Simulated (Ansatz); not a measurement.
# A hypothetical structure for Si2Pb

This structure for Si2Pb is made up. Its elements were placed in a known structure type with a cell scaled to their sizes. What cell does the guess relax to, and how far off was it?

Method: DFT, PBEsol, plane-wave PAW, files of the set soft_1, scalar-relativistic, no spin, cell and ions relaxed at zero pressure; PAW set soft_1, in the first sound run; inputs show where later runs differ, in Ansatz 0.2.0.

**1. Starting point**

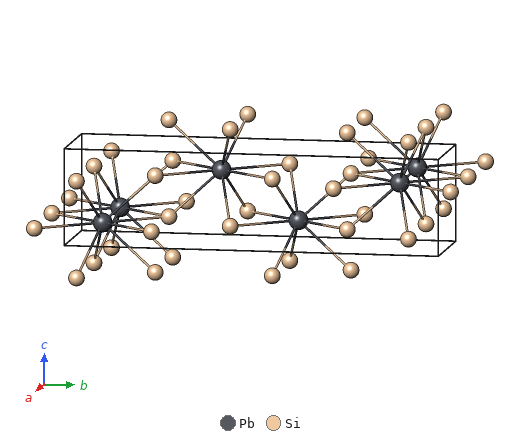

Start, viewed slightly off an axis; lead dark grey, silicon light orange. This picture shows the conventional cell, with its axes. Some periodic images of atoms are drawn too.

**2. Relaxation of the guess**

The guess takes its coordinates from another compound and its volume from a rule, so the cell and any free coordinates are relaxed together.

Input file input.yaml:

```yaml
crystal:
  lattice:
    - [1.931, -7.502, 0.0]
    - [1.931, 7.502, 0.0]
    - [0.0, 0.0, 3.865]
  atoms:
    - { symbol: Pb, position: [0.1029, 0.8971, 0.75] }
    - { symbol: Pb, position: [0.8971, 0.1029, 0.25] }
    - { symbol: Si, position: [0.4437, 0.5563, 0.75] }
    - { symbol: Si, position: [0.5563, 0.4437, 0.25] }
    - { symbol: Si, position: [0.7567, 0.2433, 0.75] }
    - { symbol: Si, position: [0.2433, 0.7567, 0.25] }
kpoints:
  mp_grid: { grid: [7, 7, 7] }
scf:
  occupations: { method: fermi_dirac, width: 0.05 }
hamiltonian:
  xc: pbesol
  pseudopotentials: { kind: paw, azcp: { folder: soft_1 }, xc_functional: pbe }
relax:
  f_tol: 0.015
  max_steps: 70
  cell: {}
output:
  forces: true
  stress: true
```

Launch:

```console
$ ansatz run input.yaml --threads 4 --pin off --max-ram 10240MiB --backend cpu --events-out ev --progress --plain --runs-dir out
```

Numbers of over 12 decimals in the logs are rounded to 6 here.

The program printed:

```text
basis.fft_grid_basis auto: the FFT boxes are laid along the combinations [[1, 1, 0], [0, 1, 0], [0, 0, 1]] of the cell's own vectors, 3.862, 7.747 and 3.865 Å long. The dense box has 27×54×27 points. Along the cell's own vectors, as sized, it would have 54×54×27, 2.00 times as many. Of the 8 symmetry operations that the crystal satisfies within crystal.symmetry.tolerance (time reversal apart; of a slab, those that ke [...]
Engine: ansatz 0.2.0, aarch64-unknown-linux-gnu
Pseudopotentials: kind: paw
Pseudopotential: Pb, paw, valence charge 14, recommended cutoff 420 eV (normal), soft_1/Pb.paw.azcp
Pseudopotential: Si, paw, valence charge 4, recommended cutoff 420 eV (normal), soft_1/Si.paw.azcp
Functional definition: PBEsol
  exchange = pbesol_x
  correlation = pbesol_c
Crystal: 6 atoms, lattice volume = 111.980 Å³
Basis set: ecut = 420 eV, 2203 PW (Γ), FFT grids on a1+a2, a2, a3, exchange–correlation on 54×108×54 points (8 copies of the dense FFT grid, shifted against one another)
Bands: 28, of which v1, the nominal top of the filled ones, is band 22 counted from 1 (21 counted from 0)
Symmetry: 8 space group operations
Space group: Cmcm (ITA 63), of the structure as read, at distance tolerance 4.8e-5 Å
k-points: 64 of 343
Non-local potential: Pb, projectors of the file, l = 0: 2, l = 1: 2, l = 2: 2, l = 3: 1
Non-local potential: Si, projectors of the file, l = 0: 2, l = 1: 2, l = 2: 1
PAW form: soft (Blöchl's): semilocal exchange-correlation on the pseudo side does not see the compensation charge
PAW frozen core: Pb, regenerated for the run's functional, and the local potential with it (the file was generated under x = pbe(κ = 0.804, μ = 0.219515), c = pbe(β = 0.066725))
PAW frozen core: Si, regenerated for the run's functional, and the local potential with it (the file was generated under x = pbe(κ = 0.804, μ = 0.219515), c = pbe(β = 0.066725))
PAW one-centre angular grid: Pb, 590 points (default); XC on 64 Gauss nodes
PAW one-centre angular grid: Si, 110 points (default); XC on 64 Gauss nodes
Initial density: superposition of atomic densities (chi_scale 0.1, normalization cell, long waves kept (reshape's long-wave potential 0.09 eV rms))
Initial wavefunctions: pseudopotential atomic-orbital guess
Functional: x = pbesol(κ = 0.804, μ = 0.123457), c = pbesol(β = 0.046)
SCF iter   1: F=—  HF=-25997.050815 eV  |F-HF|=—  |Δ(HF+E_count)|=         —  Δρ=2.85e-2  dr2=2.35e0  ethr=3.10e-3  ⟨swp⟩=8.2  Hψ=10000  notcnv=0
preconditioner: auto → Kerker (q_TF=auto, 2.335 Å⁻¹)  [metal: Δε(μ)=0.004 eV  Ē_g=12.026 eV  σ=0.050 eV  W_gap=0.02  n_scr=22 (ndim 8)  ℏωp=23.3 eV  f_vac=0.000  D(μ)=2.80/eV (n_scr^D=18)]
SCF iter   2: F=—  HF=-25996.534715 eV  |F-HF|=—  |Δ(HF+E_count)|=   5.16e-1  Δρ=1.67e-2  dr2=7.76e-1  ethr=3.10e-3  ⟨swp⟩=3.8  Hψ=4161  notcnv=0  defer=7
SCF iter   3: F=—  HF=-25996.301539 eV  |F-HF|=—  |Δ(HF+E_count)|=   2.33e-1  Δρ=3.00e-3  dr2=2.39e-2  ethr=1.76e-3  ⟨swp⟩=3.8  Hψ=3572  notcnv=0  defer=7
SCF iter   4: F=—  HF=-25996.296050 eV  |F-HF|=—  |Δ(HF+E_count)|=   5.49e-3  Δρ=6.24e-4  dr2=6.26e-4  ethr=5.44e-5  ⟨swp⟩=2.7  Hψ=3234  notcnv=0  defer=7
SCF iter   5: F=—  HF=-25996.295980 eV  |F-HF|=—  |Δ(HF+E_count)|=   6.94e-5  Δρ=1.15e-4  dr2=3.79e-5  ethr=1.42e-6  ⟨swp⟩=2.2  Hψ=2437  notcnv=0  defer=7
SCF iter   6: F=—  HF=-25996.295981 eV  |F-HF|=—  |Δ(HF+E_count)|=   4.23e-7  Δρ=2.53e-5  dr2=8.49e-7  ethr=8.62e-8  ⟨swp⟩=2.3  Hψ=2617  notcnv=0  defer=6
SCF iter   7: F=-25996.295981 eV  HF=-25996.295981 eV  |F-HF|=6.53e-9  |Δ(HF+E_count)|=   8.57e-8  Δρ=4.36e-6  dr2=2.35e-8  ethr=2.27e-10  ⟨swp⟩=5.0  Hψ=6953  notcnv=0
SCF 1 converged in 7 iterations: F = -25996.295981 eV  dr2 = 2.35e-8
  greatest PAW one-centre occupation: 0.978 electrons in one spin orbital (limit 2), on the Pb atom at site 1 (counted from 0), in its partial waves of l = 2
relax step   1: F+E_penalty+E_count = -25996.29598059 eV  Δ(F+E_penalty+E_count) = +0.000e0 eV  max|allowed force component| = 4.478e-1 eV/Å  Δτ_max = 0.0000 Å  P = +10.533 GPa  Ω = 111.980 Å³  (7 SCF iters, dr2 threshold 1.00e-7 eV, accepted)
Crystal: 6 atoms, lattice volume = 123.511 Å³
Basis set: ecut = 420 eV, 2421 PW (Γ), FFT grids on a1+a2, a2, a3, exchange–correlation on 54×108×54 points (8 copies of the dense FFT grid, shifted against one another)
Initial density: handed on by an earlier stage of this run
Initial wavefunctions: those handed on with the density
iter 1 solved again at ethr=9.89e-5 eV; its pass at ethr=3.10e-3 eV (dr2=4.35e-2 eV) is discarded
SCF iter   1: F=—  HF=-25996.873524 eV  |F-HF|=—  |Δ(HF+E_count)|=         —  Δρ=3.74e-3  dr2=4.43e-2  ethr=9.89e-5  ⟨swp⟩=1.8  Hψ=12703  notcnv=0
preconditioner: auto → Kerker (q_TF=auto, 2.297 Å⁻¹)  [metal: Δε(μ)=0.012 eV  Ē_g=12.506 eV  σ=0.050 eV  W_gap=0.06  n_scr=30 (ndim 8)  ℏωp=22.2 eV  f_vac=0.000  D(μ)=2.54/eV (n_scr^D=14)]
SCF iter   2: F=—  HF=-25996.867240 eV  |F-HF|=—  |Δ(HF+E_count)|=   6.28e-3  Δρ=2.34e-3  dr2=1.53e-2  ethr=9.89e-5  ⟨swp⟩=1.3  Hψ=1832  notcnv=0
SCF iter   3: F=—  HF=-25996.864546 eV  |F-HF|=—  |Δ(HF+E_count)|=   2.69e-3  Δρ=3.33e-4  dr2=2.74e-4  ethr=3.47e-5  ⟨swp⟩=2.3  Hψ=2317  notcnv=0
SCF iter   4: F=—  HF=-25996.864538 eV  |F-HF|=—  |Δ(HF+E_count)|=   8.81e-6  Δρ=1.19e-4  dr2=2.57e-5  ethr=6.23e-7  ⟨swp⟩=2.5  Hψ=3195  notcnv=0
SCF iter   5: F=—  HF=-25996.864533 eV  |F-HF|=—  |Δ(HF+E_count)|=   4.41e-6  Δρ=2.22e-5  dr2=1.89e-6  ethr=5.85e-8  ⟨swp⟩=2.5  Hψ=2608  notcnv=0
SCF iter   6: F=-25996.864533 eV  HF=-25996.864533 eV  |F-HF|=2.30e-8  |Δ(HF+E_count)|=   3.13e-7  Δρ=6.18e-6  dr2=6.79e-8  ethr=1.36e-9  ⟨swp⟩=5.0  Hψ=6657  notcnv=0
SCF 2 converged in 6 iterations: F = -25996.864533 eV  dr2 = 6.79e-8
  greatest PAW one-centre occupation: 0.979 electrons in one spin orbital (limit 2), on the Pb atom at site 1 (counted from 0), in its partial waves of l = 2
relax step   2: F+E_penalty+E_count = -25996.86453287 eV  Δ(F+E_penalty+E_count) = -5.686e-1 eV  max|allowed force component| = 5.329e-1 eV/Å  Δτ_max = 0.0531 Å  P = +1.870 GPa  Ω = 123.511 Å³  energy of the carried Pulay correction = -1.352e-3 eV  (6 SCF iters, dr2 threshold 6.00e-7 eV, accepted)
Crystal: 6 atoms, lattice volume = 128.231 Å³
Basis set: ecut = 420 eV, 2545 PW (Γ), FFT grids on a1+a2, a2, a3, exchange–correlation on 54×108×54 points (8 copies of the dense FFT grid, shifted against one another)
iter 1 solved again at ethr=5.66e-5 eV; its pass at ethr=3.10e-3 eV (dr2=2.49e-2 eV) is discarded
SCF iter   1: F=—  HF=-25997.154745 eV  |F-HF|=—  |Δ(HF+E_count)|=         —  Δρ=2.93e-3  dr2=2.50e-2  ethr=5.66e-5  ⟨swp⟩=2.0  Hψ=12531  notcnv=0
[...]
relax step  15: F+E_penalty+E_count = -25997.86167595 eV  Δ(F+E_penalty+E_count) = +2.623e-6 eV  max|allowed force component| = 6.956e-3 eV/Å  Δτ_max = 0.0020 Å  P = +0.009 GPa  Ω = 126.824 Å³  energy of the carried Pulay correction = -1.717e-3 eV  (7 SCF iters, accepted)
relax step  16: F+E_penalty+E_count = -25997.93500110 eV  Δ(F+E_penalty+E_count) = -7.333e-2 eV  max|allowed force component| = 7.887e-3 eV/Å  Δτ_max = 0.0000 Å  P = +0.834 GPa  Ω = 126.824 Å³  stress off target by 2.25e0 GPa  SCF on the basis re-selected at this cell (its energy is not comparable with the rows above)  (7 SCF iters)
relax step  17: F+E_penalty+E_count = -25997.95386216 eV  Δ(F+E_penalty+E_count) = -1.886e-2 eV  max|allowed force component| = 3.080e-1 eV/Å  Δτ_max = 0.0132 Å  P = -0.748 GPa  Ω = 129.639 Å³  energy of the carried Pulay correction = -2.689e-4 eV  (6 SCF iters, dr2 threshold 6.00e-7 eV, accepted)
relax step  18: F+E_penalty+E_count = -25997.96008565 eV  Δ(F+E_penalty+E_count) = -6.223e-3 eV  max|allowed force component| = 5.356e-3 eV/Å  Δτ_max = 0.0263 Å  P = +0.452 GPa  Ω = 128.831 Å³  energy of the carried Pulay correction = -1.789e-4 eV  (6 SCF iters, dr2 threshold 6.00e-7 eV, accepted)
relax step  19: F+E_penalty+E_count = -25997.98154554 eV  Δ(F+E_penalty+E_count) = -2.146e-2 eV  max|allowed force component| = 1.773e-1 eV/Å  Δτ_max = 0.0194 Å  P = +0.494 GPa  Ω = 128.241 Å³  energy of the carried Pulay correction = -1.230e-4 eV  (5 SCF iters, dr2 threshold 6.00e-7 eV, accepted)
relax step  20: F+E_penalty+E_count = -25997.95586651 eV  Δ(F+E_penalty+E_count) = +2.568e-2 eV  max|allowed force component| = 1.280e-1 eV/Å  Δτ_max = 0.0412 Å  P = +0.601 GPa  Ω = 127.665 Å³  energy of the carried Pulay correction = -6.141e-5 eV  (6 SCF iters, dr2 threshold 6.00e-7 eV, rejected (line search))
relax step  21: F+E_penalty+E_count = -25997.98721036 eV  Δ(F+E_penalty+E_count) = -5.665e-3 eV  max|allowed force component| = 8.769e-2 eV/Å  Δτ_max = 0.0117 Å  P = -0.311 GPa  Ω = 129.206 Å³  energy of the carried Pulay correction = -2.167e-4 eV  (9 SCF iters, accepted)
relax step  22: F+E_penalty+E_count = -25997.98920009 eV  Δ(F+E_penalty+E_count) = -1.990e-3 eV  max|allowed force component| = 1.268e-2 eV/Å  Δτ_max = 0.0045 Å  P = +0.176 GPa  Ω = 128.653 Å³  energy of the carried Pulay correction = -1.601e-4 eV  (5 SCF iters, dr2 threshold 6.00e-7 eV, accepted)
relax step  23: F+E_penalty+E_count = -25997.98918990 eV  Δ(F+E_penalty+E_count) = +1.020e-5 eV  max|allowed force component| = 1.955e-2 eV/Å  Δτ_max = 0.0112 Å  P = -0.161 GPa  Ω = 129.277 Å³  energy of the carried Pulay correction = -2.207e-4 eV  (5 SCF iters, dr2 threshold 2.85e-7 eV, accepted)
relax step  24: F+E_penalty+E_count = -25997.98957641 eV  Δ(F+E_penalty+E_count) = -3.865e-4 eV  max|allowed force component| = 4.768e-3 eV/Å  Δτ_max = 0.0047 Å  P = -0.004 GPa  Ω = 128.943 Å³  energy of the carried Pulay correction = -1.885e-4 eV  (5 SCF iters, dr2 threshold 1.11e-7 eV, accepted)
Basis set: ecut = 420 eV, 2519 PW (Γ), FFT grids on a1+a2, a2, a3, exchange–correlation on 48×144×50 points (8 copies of the dense FFT grid, shifted against one another)
iter 1 solved again at ethr=2.75e-7 eV; its pass at ethr=3.10e-3 eV (dr2=1.21e-4 eV) is discarded
SCF iter   1: F=—  HF=-25997.989852 eV  |F-HF|=—  |Δ(HF+E_count)|=         —  Δρ=6.97e-5  dr2=8.31e-7  ethr=2.75e-7  ⟨swp⟩=3.6  Hψ=15223  notcnv=0
preconditioner: auto → Kerker (q_TF=auto, 2.281 Å⁻¹)  [metal: Δε(μ)=0.055 eV  Ē_g=12.535 eV  σ=0.050 eV  W_gap=0.27  n_scr=24 (ndim 8)  ℏωp=21.7 eV  f_vac=0.000  D(μ)=2.15/eV (n_scr^D=6)]
SCF iter   2: F=—  HF=-25997.989841 eV  |F-HF|=—  |Δ(HF+E_count)|=   1.08e-5  Δρ=3.67e-5  dr2=2.33e-7  ethr=1.89e-9  ⟨swp⟩=2.2  Hψ=3173  notcnv=0
SCF iter   3: F=—  HF=-25997.989842 eV  |F-HF|=—  |Δ(HF+E_count)|=   6.24e-7  Δρ=2.21e-6  dr2=4.03e-9  ethr=5.29e-10  ⟨swp⟩=2.7  Hψ=3120  notcnv=0
SCF iter   4: F=—  HF=-25997.989842 eV  |F-HF|=—  |Δ(HF+E_count)|=   1.24e-9  Δρ=4.21e-7  dr2=7.03e-10  ethr=9.15e-12  ⟨swp⟩=2.3  Hψ=3100  notcnv=0
SCF iter   5: F=—  HF=-25997.989842 eV  |F-HF|=—  |Δ(HF+E_count)|=  8.73e-11  Δρ=1.13e-7  dr2=6.01e-11  ethr=1.60e-12  ⟨swp⟩=2.3  Hψ=2674  notcnv=0
SCF iter   6: F=-25997.989842 eV  HF=-25997.989842 eV  |F-HF|=7.28e-12  |Δ(HF+E_count)|=  3.64e-12  Δρ=2.02e-8  dr2=7.20e-13  ethr=1.00e-12  ⟨swp⟩=4.0  Hψ=5554  notcnv=0
SCF 25 converged in 6 iterations: F = -25997.989842 eV  dr2 = 7.20e-13
relax step  25: F+E_penalty+E_count = -25997.98984204 eV  Δ(F+E_penalty+E_count) = -2.656e-4 eV  max|allowed force component| = 4.806e-3 eV/Å  Δτ_max = 0.0000 Å  P = -0.005 GPa  Ω = 128.943 Å³  stress off target by 9.98e-3 GPa  SCF on the basis re-selected at this cell (its energy is not comparable with the rows above)  (6 SCF iters)
basis re-selected at this cell: Δ(F+E_penalty+E_count) = -2.656e-4 eV, ΔP = -0.001 GPa vs the last step (what re-selecting the basis moved, of the pressure what is left beyond the Pulay correction that the steps carried, after the strain that the cell walked since its last selection, with what the two solves' SCF thresholds leave and, on support functions, any second-order correction that the steps lacked; it is no measure of the basis error at this ecutwfc). The dense FFT grid was sized anew with the basis: this SCF ran on 24×72×25 points, the steps before it on 25×72×25, so part of this shift can come from that change (see relax.cell in the input reference). [rest of the remark cut]
SCF converged after 6 iterations
Free energy (F): -25997.989842 eV
Harris-Foulkes:  -25997.989842 eV  (|F-HF|=7.28e-12)
Internal energy: -25997.971813 eV  (E = F + TS)
E sigma→0 (E₀):  -25997.980828 eV
Entropy (-TS):   -0.018029 eV (-3.005 meV/atom)
Fermi energy:    9.435443 eV
--- Per-component energies (eV) ---
  E_band       = -44.405223
  E_kinetic    = 746.599866
  E_local      = -2381.654779  (includes V_loc(G=0)·N_el)
  E_nonlocal   = 705.967642
  E_hartree    = 949.151529
  E_xc         = -632.582689
  E_vxc        = -467.965726  (∫ρ·V_xc dr)
  E_paw        = -22475.199233  (= ΣΔE_a)
  E_vpaw       = -545.655458  (= ΣTr[D̂ρ^β])
  E_aug_tail   = 0.000147  (compensation charges beyond the density's cutoff)
  E_ewald      = -2910.504879
  E_core_change = 0.250583  (= ΣΔE_core)
  E_smearing   = -0.018029  (= −TS)
  E_closure    = -0.000000  (closes the sum)
  Σ components = -25997.989842   (vs F -25997.989842, Δ=0.00e0)
--- Forces (eV/Å), atoms counted from 1 ---
  atom   1  Pb     0.00000000     0.00480610     0.00000000
  atom   2  Pb     0.00000000    -0.00480610    -0.00000000
  atom   3  Si     0.00000000    -0.00377589    -0.00000000
  atom   4  Si     0.00000000     0.00377589     0.00000000
  atom   5  Si     0.00000000     0.00042576     0.00000000
  atom   6  Si     0.00000000    -0.00042576    -0.00000000
  max |Σ_I F_I| component: 3.79e-19 eV/Å
--- Stress (GPa, compression-positive) ---
       -0.009979      -0.000000      -0.000000
       -0.000000      -0.005082      -0.000000
       -0.000000      -0.000000       0.000243
  P = ⅓ Tr σ = -0.0049 GPa (-0.049 kbar)
--- Relaxed structure (23 steps of the walk, 21 accepted, 2 SCFs on fresh bases) ---
  F+E_penalty+E_count = -25997.98984204 eV   max|allowed force component| = 4.806e-3 eV/Å   (the final SCF, on the basis selected at the relaxed cell)
  cell:  # Å, volume = 128.9431 Å³
    - [1.729124, -10.229108, 0.0]
    - [1.729124, 10.229108, 0.0]
    - [0.0, 0.0, 3.645057]
  atoms:
    - { symbol: Pb, position: [0.122076, 0.877924, 0.75] }
    - { symbol: Pb, position: [0.877924, 0.122076, 0.25] }
    - { symbol: Si, position: [0.463939, 0.536061, 0.75] }
    - { symbol: Si, position: [0.536061, 0.463939, 0.25] }
    - { symbol: Si, position: [0.753050, 0.246950, 0.75] }
    - { symbol: Si, position: [0.246950, 0.753050, 0.25] }
```

Elapsed: 63 s, on 4 threads of Arm Neoverse V2, shared host; peak memory 0.54 GiB.

Relaxation path (22 of 25):

| step | energy less that of the first step (eV) | largest force component (eV/Å) | pressure (GPa) | volume (Å³) |
| --- | --- | --- | --- | --- |
| 1 | 0.0000 | 0.4478 | 10.53 | 111.98 |
| 2 | -0.5686 | 0.5329 | 1.87 | 123.51 |
| 3 | -0.8549 | 0.5478 | -0.63 | 128.23 |
| 4 | -1.1880 | 0.1830 | -0.52 | 129.18 |
| 6 | -1.5431 | 0.1810 | 0.40 | 126.59 |
| 7 | -1.5593 | 0.1251 | 0.09 | 127.04 |
| 8 | -1.5648 | 0.0132 | -0.01 | 127.17 |
| 9 | -1.5648 | 0.0152 | -0.09 | 127.25 |
| 10 | -1.5652 | 0.0062 | 0.03 | 127.05 |
| 11 | -1.5654 | 0.0050 | 0.01 | 127.04 |
| 12 | -1.5656 | 0.0046 | 0.00 | 126.93 |
| 14 | -1.5657 | 0.0048 | -0.01 | 126.89 |
| 15 | -1.5657 | 0.0070 | 0.01 | 126.82 |
| 16* | -1.6390 | 0.0079 | 0.83 | 126.82 |
| 17 | -1.6579 | 0.3080 | -0.75 | 129.64 |
| 18 | -1.6641 | 0.0054 | 0.45 | 128.83 |
| 19 | -1.6856 | 0.1773 | 0.49 | 128.24 |
| 20 | -1.6599 | 0.1280 | 0.60 | 127.66 |
| 22 | -1.6932 | 0.0127 | 0.18 | 128.65 |
| 23 | -1.6932 | 0.0195 | -0.16 | 129.28 |
| 24 | -1.6936 | 0.0048 | 0.00 | 128.94 |
| 25* | -1.6939 | 0.0048 | 0.00 | 128.94 |

Relaxation steps marked * repeat the geometry before them on a plane-wave basis chosen anew for their cell, so energy and pressure can jump there. Other such steps can lie between the rows shown. Relaxation steps 13, 20 were tried and not accepted.

The run keeps the 8 symmetry operations that it works with, so distortions that break them were not tested.

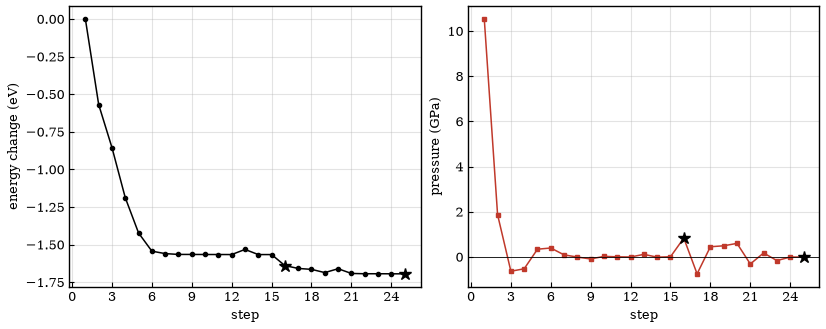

Energy and pressure along the relaxation. Stars mark steps on a basis chosen anew.

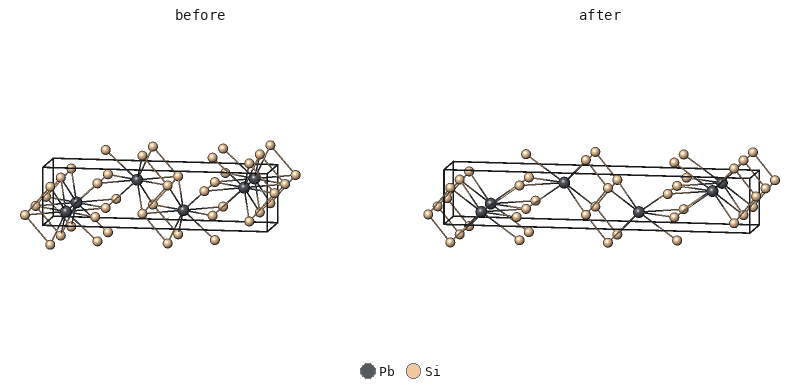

The structure before and after the relaxation, drawn at the same scale.

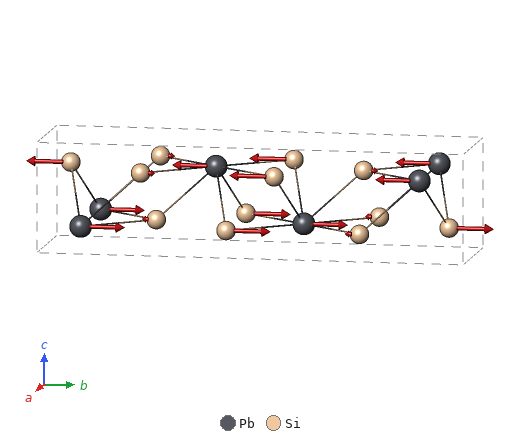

Displacements in the relaxation, exaggerated, measured against the changing cell; the longest in the cell stands for 0.41 Å. Some periodic images of atoms are drawn too.

| cell as run | before | after | change |
| --- | --- | --- | --- |
| a (Å) | 7.747 | 10.374 | +33.9 % |
| b (Å) | 7.747 | 10.374 | +33.9 % |
| c (Å) | 3.865 | 3.645 | -5.7 % |
| γ (°) | 151.13 | 160.81 | +6.4 % |
| volume (Å³/atom) | 18.66 | 21.49 | +15.1 % |

The atoms that moved most (Å, as changes of fractional coordinates times the final cell):

| atom | dx | dy | dz | length |
| --- | --- | --- | --- | --- |
| Si4 | 0.000 | 0.414 | 0.000 | 0.414 |
| Si3 | 0.000 | -0.414 | 0.000 | 0.414 |
| Pb2 | 0.000 | 0.392 | 0.000 | 0.392 |
| Pb1 | 0.000 | -0.392 | 0.000 | 0.392 |
| Si5 | 0.000 | 0.075 | 0.000 | 0.075 |
| Si6 | 0.000 | -0.075 | 0.000 | 0.075 |

The relaxed structure:

```xyz
6
Lattice="1.7291 -10.2291 0.0000 1.7291 10.2291 0.0000 0.0000 0.0000 3.6451" Properties=species:S:1:pos:R:3 pbc="T T T"
Pb    1.7291    7.7316    2.7338
Pb    1.7291   -7.7316    0.9113
Si    1.7291    0.7377    2.7338
Si    1.7291   -0.7377    0.9113
Si    1.7291   -5.1770    2.7338
Si    1.7291    5.1770    0.9113
```

Numbers from this step:

| Item | Value |
| --- | --- |
| free energy | -25997.9898 eV |
| energy at zero smearing | -25997.9808 eV |
| smearing term TS | 0.01803 eV |
| Fermi energy | 9.435 eV |
| electrons | 44 |
| symmetry operations | 8 |
| pressure | -0.004939 GPa |

The shortest distance of each pair, which need not be the same contact before and after:

| pair | guess (Å) | relaxed (Å) |
| --- | --- | --- |
| Si–Si | 2.567 | 2.345 |
| Pb–Si | 2.820 | 3.067 |
| Pb–Pb | 3.643 | 3.458 |

The relaxation ends with a largest force component of 0.0048 eV/Å and a pressure of 0.00 GPa.

(Part 1 of 2 ends here.)

[Logs are printed without paths, hosts, clocks, repeated set-up lines and the standing remarks that a program may print on its own settings, such as how far it seeks lower states.]

[Hosts, paths, dates, database ids (printed as entryN), source tags and the programs' standing remarks are cut or masked in the printed files.]
